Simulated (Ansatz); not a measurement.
# How fast states decay through CsKNb2O6

A new crystal, CsKNb2O6: structure, gap and complex bands. It is built by putting Cs for Na in the KNaNb2O6 structure of space group Pm, with the volume rescaled by atomic radii. The parent structure comes from the Materials Project.

Method: r2SCAN DFT, plane waves, PAW files, in the first sound run; inputs show where later runs differ, in Ansatz 0.2.0.

The structure was built from a prototype and need not be the compound's stable phase.

### 1. The starting structure

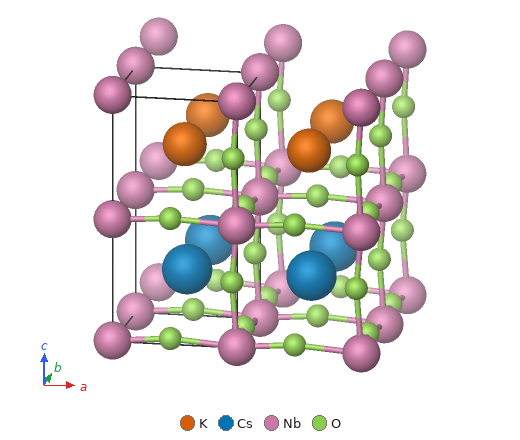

The cell as given, slightly off an axis (potassium orange, caesium blue, niobium pink, oxygen green). 2×2×1 cells are drawn. Bonds to atoms that aren't drawn are left out. Some periodic images of atoms are drawn too.

### 2. Relaxing the new crystal

The substituted atoms don't fit the parent's cell, so cell and atoms relax together. A small smearing keeps the run stable in case the gap closes on the way.

Contents of input.yaml:

```yaml
crystal:
  lattice:
    - [4.2949816656, 0.0, 0.0]
    - [0.0, 4.2095219044, 0.0]
    - [-0.0576858909, 0.0, 8.5846437221]
  atoms:
    - { symbol: K, position: [0.486281, 0.5, 0.756299] }
    - { symbol: Cs, position: [0.50589, 0.5, 0.247953] }
    - { symbol: Nb, position: [0.999338, 0.0, 0.003667] }
    - { symbol: Nb, position: [0.998321, 0.0, 0.497703] }
    - { symbol: O, position: [0.960426, 0.5, 0.515193] }
    - { symbol: O, position: [0.959517, 0.5, 0.024806] }
    - { symbol: O, position: [0.968448, 0.0, 0.770239] }
    - { symbol: O, position: [0.958429, 0.0, 0.266928] }
    - { symbol: O, position: [0.462542, 0.0, 0.512211] }
    - { symbol: O, position: [0.463207, 0.0, 0.023802] }
kpoints:
  mp_grid: { grid: [6, 6, 4] }
scf:
  occupations: { method: gaussian, width: 0.03 }
hamiltonian:
  xc: r2scan
output:
  forces: true
  stress: true
relax:
  f_tol: 0.02
  max_steps: 60
  cell: {}
```

On the command line:

```console
$ ansatz run input.yaml --threads 2 --pin off --max-ram 4096MiB --backend cpu --events-out ev --progress --plain --runs-dir out
```

The runs that follow: the bulk crystal and its band edges; complex bands; decay over the two-dimensional zone; band edges at another level, cutoff 420 eV; complex bands at another level, cutoff 420 eV; the same cell, other settings. Settings of the main run: plane (100), cutoff 500 eV, 6×2×6 k-mesh, gap between the searched band edges 1.8419 eV.

Before running: what should come out for the band gap; least decay constant at mid-gap, normal to (100); and least decay constant, PBE?

With r2SCAN, the slowest decay at the wavevectors tried is κ = 0.245 Å⁻¹, normal to (100). Through such a film the transmission near mid-gap falls as exp(−2κd), a factor of ten every 4.7 Å. A free electron under a barrier of half the gap would need a mass of 0.25 mₑ to decay at this rate. With PBE the gap goes from 1.84 to 1.47 eV and the decay constant, over the first 2 listed wavevectors (which shift with the band edges), from 0.245 to 0.216 Å⁻¹.

| Quantity | Value |
| --- | --- |
| band gap | 1.84 eV |
| least decay constant at mid-gap, normal to (100) | 0.245 Å⁻¹ |
| least decay constant on a mesh, normal to (100) | 0.243 Å⁻¹ |
| least decay constant, PBE | 0.216 Å⁻¹ |

The compound is made up by substitution; its stability against other phases and against distortions of the cell's symmetry was not tested. r2SCAN still narrows gaps, if less than LDA and GGA do, so real decay constants are likely larger.

[Logs are printed without paths, hosts, clocks, repeated set-up lines and the standing remarks that a program may print on its own settings, such as how far it seeks lower states.]

[Hosts, paths, dates, database ids (printed as entryN), source tags and the programs' standing remarks are cut or masked in the printed files.]
